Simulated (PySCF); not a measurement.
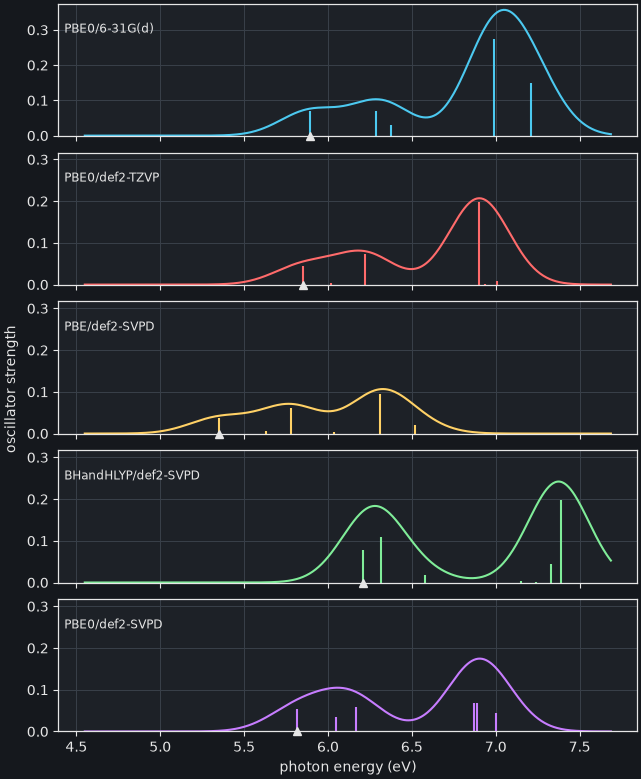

Vertical TDDFT spectra of Si₃AsH₉ (trisilylarsane), SMILES [SiH3][As]([SiH3])[SiH3] at one geometry and several levels (PySCF 2.14.0, at a PBE0-D3(BJ)/def2-SVP geometry (no frequency check)); sticks with Gaussians of 1/e half-width 0.25 eV, the triangle marks S1, which has the same leading orbital pair at all these levels. Only the lowest states were computed, so the high end is incomplete. States within 0.01 eV of each other are merged, with their strengths summed. The highest state may be half of a pair whose partner wasn't computed.

> How far does S1 move with the level of theory?

From lowest to highest: PBE/def2-SVPD 5.35 eV, PBE0/def2-SVPD 5.82 eV, PBE0/def2-TZVP 5.85 eV, PBE0/6-31G(d) 5.89 eV, BHandHLYP/def2-SVPD 6.21 eV; a spread of 0.86 eV.

Caveats, for all or some of the runs: 6-31G(d) has no diffuse functions, so states with Rydberg character are missing or too high; core orbitals are frozen in the response; def2-TZVP has no diffuse functions, so states with Rydberg character are missing or too high; states above the negative HOMO energy depend on the basis.
